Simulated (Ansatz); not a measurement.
```yaml
atoms:
  - { symbol: C, position_ang: [0.0000, 0.0000, -0.4008] }
  - { symbol: C, position_ang: [0.0000, 0.0000, -1.6206] }
  - { symbol: P, position_ang: [0.0000, 0.0000, 3.3363] }
  - { symbol: Si, position_ang: [0.0000, 0.0000, 1.3823] }
  - { symbol: H, position_ang: [0.0000, 0.0000, -2.6973] }
```

Geometry: PBE0-D3(BJ)/def2-SVP.

The calculation used Ansatz, isolated molecule in a Gaussian basis; Kohn-Sham density functional theory, functional PBE0.

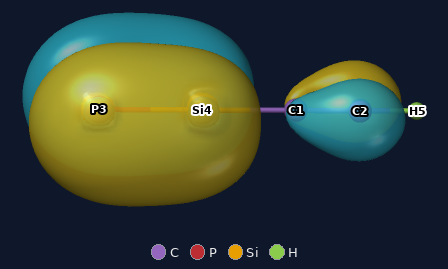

C2HPSi (SMILES C#C[Si]#P). The HOMO at ±0.06 Å⁻³ᐟ² (yellow and cyan are the two phases), seen from one side.

> Describe this orbital and give its energy.

By Hirshfeld shares it lies mainly on P3 (about 55 %) and Si4 (about 35 %); π-bonding across P3–Si4. It is one of a degenerate set, so its orientation is arbitrary. Its energy is −6.81 eV.
